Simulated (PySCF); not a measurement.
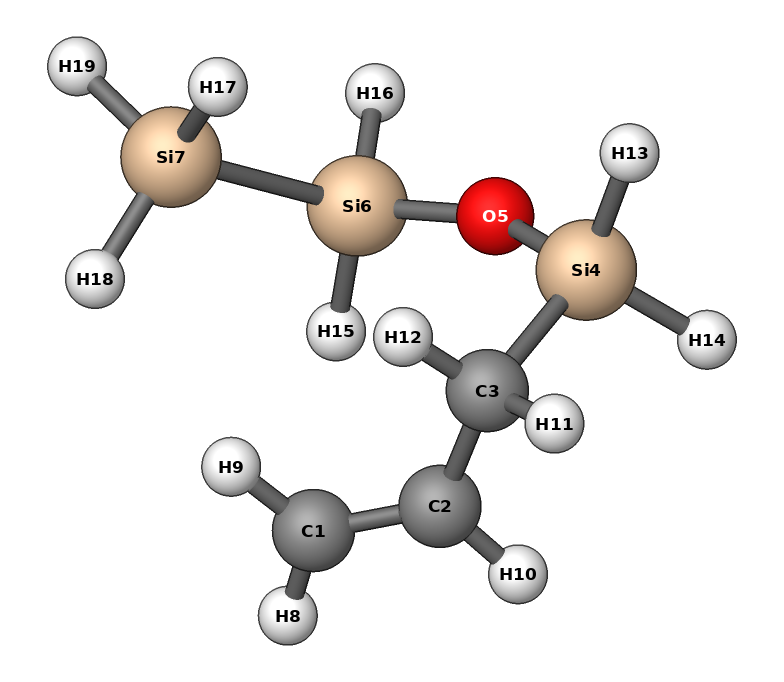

Computed geometry: PBE0-D3(BJ)/def2-SVP optimisation. No frequency run is at hand to confirm it as a minimum. Properties computed with GIAO HF/pcSseg-1 NMR shielding, non-relativistic, gas phase (PySCF 2.14.0). Principal shieldings σ11 ≤ σ22 ≤ σ33, span Ω = σ33 − σ11, skew κ = 3(σiso − σ22)/Ω.

Give the shielding tensors of the O atoms.

```json
{"atom": "O5", "σ11": "286.9", "σ22": "365.1", "σ33": "379.3", "σiso": "343.8", "Ω": "92.4", "κ": "−0.69"}
```

Shieldings and span in ppm.
